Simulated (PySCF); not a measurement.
Run report: C$_{7}$H$_{12}$O, spin–spin coupling calculation

The run: spin–spin coupling calculation of C$_{7}$H$_{12}$O, SMILES CO[C@@H]1C[C@@H]2CC[C@@H]21. Method and program: B3LYP/pcSseg-1 indirect spin-spin coupling, non-relativistic, gas phase (PySCF 2.14.0).

Some settings of this run were made unusual or wrong on purpose. The geometry comes from this level: GFN2-xTB. Figures and captions count atoms from 1; the log counts them from 0 in places.

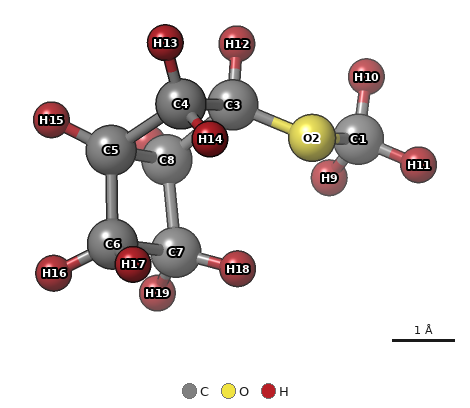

*The input geometry (ball-and-stick view, seen at a tilt; atoms are numbered from 1 in the order of the input).*

## The input
```
{"job": {"kind": "j", "xc": "B3LYP", "basis": "pcSseg-1", "scf": {"damp": 0.9, "guess": "1e", "max_cycle": 81}}, "charge": 0, "multiplicity": 1}
C      2.511323    -0.818276     0.310924
O      1.622171     0.253701     0.494393
C      0.796127     0.482913    -0.615268
C     -0.194593     1.643396    -0.422337
C     -1.362859     0.717288    -0.802091
C     -2.086749     0.097252     0.397786
C     -1.021556    -1.011663     0.455195
C     -0.391502    -0.480349    -0.842258
H      1.977515    -1.761713     0.148891
H      3.173848    -0.637978    -0.545437
H      3.105566    -0.890419     1.219703
H      1.409767     0.590709    -1.523041
H     -0.033245     2.490099    -1.085113
H     -0.221504     1.991175     0.607349
H     -1.963125     1.025008    -1.654355
H     -3.077766    -0.277097     0.146741
H     -2.160393     0.734592     1.276961
H     -0.352865    -0.940995     1.310795
H     -1.412739    -2.024426     0.386358
H     -0.322569    -1.172538    -1.677928
```

The first line tells a small driver script what to run in PySCF; the rest is the geometry in Å.

Launch command:
```bash
OMP_NUM_THREADS=1 python <driver script> task.json out
```

## Output
```
final grid: 154128 points
cycle   1  E = -201.9662595482  dE =  3.733e+01  |g| = 1.472e+01  |ddm| = 9.653e+01
cycle   2  E = -184.6501367951  dE =  1.732e+01  |g| = 2.020e+01  |ddm| = 9.587e+01
cycle   3  E = -316.5759347719  dE = -1.319e+02  |g| = 9.925e+00  |ddm| = 1.608e+01
cycle   4  E = -337.0086637517  dE = -2.043e+01  |g| = 5.507e+00  |ddm| = 2.421e+01
cycle   5  E = -323.0373276924  dE =  1.397e+01  |g| = 7.546e+00  |ddm| = 2.706e+01
cycle   6  E = -348.5323539803  dE = -2.550e+01  |g| = 1.412e+00  |ddm| = 1.414e+01
cycle   7  E = -348.9021268487  dE = -3.698e-01  |g| = 9.270e-01  |ddm| = 2.306e+00
cycle   8  E = -349.0709970629  dE = -1.689e-01  |g| = 2.153e-01  |ddm| = 8.688e-01
cycle   9  E = -349.0802654839  dE = -9.268e-03  |g| = 9.034e-02  |ddm| = 2.366e-01
cycle  10  E = -349.0818712170  dE = -1.606e-03  |g| = 3.163e-02  |ddm| = 1.144e-01
cycle  11  E = -349.0820963720  dE = -2.252e-04  |g| = 7.904e-03  |ddm| = 3.675e-02
cycle  12  E = -349.0821085635  dE = -1.219e-05  |g| = 2.580e-03  |ddm| = 8.583e-03
cycle  13  E = -349.0821100535  dE = -1.490e-06  |g| = 5.902e-04  |ddm| = 2.954e-03
cycle  14  E = -349.0821101227  dE = -6.920e-08  |g| = 1.654e-04  |ddm| = 7.515e-04
cycle  15  E = -349.0821101286  dE = -5.941e-09  |g| = 4.778e-05  |ddm| = 1.943e-04
cycle  16  E = -349.0821101291  dE = -4.939e-10  |g| = 1.111e-05  |ddm| = 4.112e-05
converged SCF energy = -349.0821101291

Indirect spin-spin couplings (Hz)
  i      j    bonds     total        FC       PSO       DSO        SD
  0 C    1 O    1     12.164    12.642    -0.359    -0.119         -
  0 C    2 C    2     -2.354    -2.027    -0.324    -0.003         -
  0 C    3 C    3      5.217     5.278     0.024    -0.085         -
  0 C    7 C    3      1.045     1.055    -0.027     0.016         -
  0 C    8 H    1    147.295   145.991     0.472     0.832         -
  0 C    9 H    1    146.911   145.614     0.497     0.800         -
  0 C   10 H    1    149.983   148.762     0.465     0.756         -
  0 C   11 H    3      3.119     3.109    -0.056     0.067         -
  0 C   13 H    4     -0.389    -0.339     0.257    -0.306         -
  0 C   14 H    5      0.180     0.226     0.269    -0.315         -
  0 C   17 H    5      0.161     0.116    -0.151     0.196         -
  1 O    2 C    1     17.607    16.797     0.974    -0.164         -
  1 O    3 C    2     -9.299    -9.257    -0.020    -0.021         -
  1 O    4 C    3     -2.642    -2.721     0.056     0.023         -
  1 O    6 C    3     -2.379    -2.611     0.259    -0.027         -
  1 O    7 C    2     -1.649    -1.543    -0.090    -0.016         -
  1 O    8 H    2     -3.121    -2.492    -0.741     0.111         -
  1 O    9 H    2     -2.808    -2.192    -0.740     0.125         -
  1 O   10 H    2    -10.994   -10.317    -0.735     0.058         -
  1 O   11 H    2     -2.316    -2.052    -0.327     0.064         -
  1 O   12 H    3     -2.458    -2.463    -0.125     0.130         -
  1 O   13 H    3     -3.173    -2.939    -0.061    -0.172         -
  1 O   14 H    4     -1.134    -1.202    -0.145     0.213         -
  1 O   18 H    4     -0.545    -0.629    -0.027     0.111         -
  1 O   19 H    3      0.118     0.091    -0.122     0.150         -
  2 C    3 C    1     51.296    50.440     0.564     0.292         -
  2 C    4 C    2     -5.501    -5.382    -0.223     0.104         -
  2 C    5 C    3      2.969     3.013    -0.026    -0.018         -
  2 C    6 C    2     -3.159    -3.135    -0.072     0.048         -
  2 C    7 C    1     49.429    48.648     0.456     0.325         -
  2 C    8 H    3      1.417     1.472    -0.152     0.096         -
  2 C    9 H    3      2.267     2.289    -0.122     0.100         -
  2 C   10 H    3      9.249     9.376     0.402    -0.529         -
  2 C   11 H    1    157.891   156.567    -0.010     1.334         -
  2 C   12 H    2     -2.450    -2.587     0.141    -0.005         -
  2 C   13 H    2     -4.637    -4.954     0.269     0.048         -
  2 C   14 H    3      4.641     4.734     0.155    -0.248         -
  2 C   15 H    4     -1.023    -0.936     0.288    -0.376         -
  2 C   17 H    3      6.598     6.541    -0.199     0.256         -
  2 C   18 H    3      3.861     3.905     0.265    -0.310         -
  2 C   19 H    2     -1.660    -1.757     0.095     0.001         -
  3 C    4 C    1     47.645    46.572     0.806     0.266         -
  3 C    5 C    2     -2.647    -2.457    -0.214     0.025         -
  3 C    6 C    3      0.576     0.580     0.000    -0.005         -
  3 C    7 C    2     -5.680    -5.559    -0.198     0.078         -
  3 C    8 H    4     -0.366    -0.297     0.207    -0.277         -
  3 C    9 H    4     -0.247    -0.204     0.191    -0.234         -
  3 C   11 H    2     -2.651    -2.734     0.124    -0.041         -
  3 C   12 H    1    151.489   149.614     0.939     0.937         -
  3 C   13 H    1    156.831   155.038     0.759     1.033         -
  3 C   14 H    2     -1.517    -1.649     0.267    -0.135         -
  3 C   15 H    3      6.347     6.439     0.297    -0.389         -
  3 C   16 H    3      6.904     6.882    -0.133     0.155         -
  3 C   17 H    4     -0.408    -0.356    -0.076     0.024         -
  3 C   18 H    4     -1.027    -0.932     0.336    -0.431         -
  3 C   19 H    3      7.020     7.184     0.251    -0.415         -
  4 C    5 C    1     47.005    45.961     0.787     0.256         -
  4 C    6 C    2     -9.177    -9.070    -0.176     0.070         -
  4 C    7 C    1     43.434    41.286     1.860     0.289         -
  4 C   10 H    5     -0.194    -0.142     0.255    -0.307         -
  4 C   11 H    3      0.424     0.504     0.088    -0.168         -
  4 C   12 H    2     -2.399    -2.551     0.234    -0.083         -
  4 C   13 H    2     -2.937    -3.230     0.329    -0.036         -
  4 C   14 H    1    150.678   149.026     0.551     1.100         -
  4 C   15 H    2     -3.455    -3.625     0.232    -0.062         -
  4 C   16 H    2     -2.893    -3.151     0.342    -0.084         -
  4 C   17 H    3      3.964     4.088     0.114    -0.238         -
  4 C   18 H    3      2.361     2.524     0.184    -0.347         -
  4 C   19 H    2     -2.813    -3.159     0.523    -0.177         -
  5 C    6 C    1     44.491    43.007     1.256     0.229         -
  5 C    7 C    2     -8.121    -7.961    -0.227     0.067         -
  5 C   11 H    4     -0.691    -0.601     0.327    -0.417         -
  5 C   12 H    3      4.407     4.491     0.278    -0.363         -
  5 C   13 H    3      8.196     8.151    -0.169     0.214         -
  5 C   14 H    2     -1.938    -2.043     0.291    -0.185         -
  5 C   15 H    1    149.694   147.816     0.993     0.885         -
  5 C   16 H    1    151.352   149.566     0.868     0.918         -
  5 C   17 H    2     -3.186    -3.388     0.297    -0.095         -
  5 C   18 H    2     -3.336    -3.535     0.365    -0.167         -
  5 C   19 H    3      3.902     4.041     0.215    -0.354         -
  6 C    7 C    1     46.896    45.861     0.761     0.273         -
  6 C   11 H    3      3.090     3.169     0.308    -0.387         -
  6 C   12 H    4     -1.109    -1.037     0.362    -0.434         -
  6 C   14 H    3      5.825     5.986     0.274    -0.434         -
  6 C   15 H    2     -3.663    -3.877     0.351    -0.136         -
  6 C   16 H    2     -2.379    -2.596     0.368    -0.151         -
  6 C   17 H    1    152.501   150.720     0.754     1.026         -
  6 C   18 H    1    150.997   149.103     0.974     0.921         -
  6 C   19 H    2     -1.964    -2.100     0.269    -0.132         -
  7 C    9 H    4      0.620     0.636     0.045    -0.061         -
  7 C   11 H    2      0.342     0.268     0.003     0.070         -
  7 C   12 H    3      3.405     3.559     0.177    -0.331         -
  7 C   13 H    3      2.825     2.970     0.089    -0.234         -
  7 C   14 H    2     -3.008    -3.348     0.509    -0.169         -
  7 C   15 H    3      0.834     0.974     0.078    -0.219         -
  7 C   16 H    3      7.385     7.570     0.176    -0.361         -
  7 C   17 H    2     -3.139    -3.497     0.332     0.026         -
  7 C   18 H    2     -2.691    -2.848     0.204    -0.048         -
  7 C   19 H    1    148.034   146.299     0.571     1.165         -
  8 H    9 H    2     -7.674    -7.503     2.077    -2.248         -
  8 H   10 H    2    -10.383   -10.154     2.221    -2.450         -
  8 H   11 H    4      0.608     0.702     0.239    -0.333         -
  8 H   12 H    5     -0.271    -0.055     1.105    -1.321         -
  8 H   13 H    5     -0.213    -0.017     0.881    -1.077         -
  8 H   14 H    6     -0.183    -0.021     0.828    -0.990         -
  8 H   17 H    6      0.318     0.065    -1.523     1.776         -
  8 H   19 H    5      0.400     0.251    -0.951     1.100         -
  9 H   10 H    2    -10.591   -10.336     2.283    -2.539         -
  9 H   11 H    4      0.584     0.295    -1.597     1.885         -
  9 H   13 H    5     -0.221    -0.022     0.946    -1.145         -
  9 H   14 H    6     -0.169    -0.017     0.784    -0.936         -
  9 H   15 H    7     -0.176    -0.008     0.901    -1.069         -
  9 H   16 H    7     -0.158     0.005     0.848    -1.011         -
 10 H   11 H    4     -0.593    -0.280     1.438    -1.751         -
 10 H   12 H    5     -0.259    -0.059     1.022    -1.221         -
 10 H   13 H    5     -0.190    -0.053     0.618    -0.754         -
 10 H   14 H    6     -0.197     0.004     1.070    -1.271         -
 10 H   15 H    7     -0.161    -0.001     0.827    -0.987         -
 11 H   12 H    3      7.292     7.174    -0.393     0.510         -
 11 H   13 H    3      4.113     4.405     1.868    -2.160         -
 11 H   14 H    4      0.543     0.684     0.577    -0.718         -
 11 H   15 H    5     -0.338    -0.096     1.350    -1.592         -
 11 H   16 H    5     -0.196     0.058     1.349    -1.603         -
 11 H   17 H    4     -0.429    -0.161     1.273    -1.541         -
 11 H   19 H    3      4.380     4.249    -0.340     0.472         -
 12 H   13 H    2    -12.565   -12.560     2.087    -2.092         -
 12 H   14 H    3      5.704     5.646    -0.081     0.139         -
 12 H   15 H    4      0.653     0.882     1.317    -1.547         -
 12 H   16 H    4     -0.239    -0.068     0.861    -1.032         -
 12 H   18 H    5     -0.784    -0.508     1.545    -1.821         -
 12 H   19 H    4      1.239     1.492     1.184    -1.437         -
 13 H   14 H    3      2.275     2.547     1.750    -2.023         -
 13 H   15 H    4     -0.176     0.034     1.121    -1.331         -
 13 H   17 H    5      0.178     0.078    -0.840     0.940         -
 13 H   19 H    4     -0.876    -0.491     1.894    -2.278         -
 14 H   15 H    3      5.850     5.812    -0.027     0.065         -
 14 H   16 H    3      0.900     1.154     1.514    -1.768         -
 14 H   17 H    4     -0.623    -0.246     1.869    -2.246         -
 14 H   18 H    4      1.001     1.270     1.201    -1.470         -
 14 H   19 H    3      3.646     3.665     0.417    -0.437         -
 15 H   16 H    2    -11.249   -11.202     2.230    -2.277         -
 15 H   17 H    3      6.257     6.565     1.905    -2.213         -
 15 H   18 H    3      8.814     8.755    -0.146     0.206         -
 16 H   17 H    3      6.496     6.389    -0.274     0.382         -
 16 H   18 H    3      3.243     3.537     1.705    -1.999         -
 16 H   19 H    4     -0.334     0.044     1.879    -2.257         -
 17 H   18 H    2    -12.010   -12.009     2.047    -2.048         -
 17 H   19 H    3      2.743     3.000     1.636    -1.893         -
 18 H   19 H    3      6.431     6.365    -0.140     0.206         -
```

## What the run reported

| quantity | value |
| --- | --- |
| outcome | converged |
| total energy | −349.082110 hartree |
| HOMO | −6.85 eV |
| LUMO | 0.96 eV |
| dipole moment | 1.25 D |
| hardware | 1 CPU thread, shared host |
| wall time | 2.8 min |
| peak memory | 1 GiB |

## Diagnosis

Some settings of this run were drawn to be unusual or wrong. It converged; results that depend on the unusual settings are not reference values.
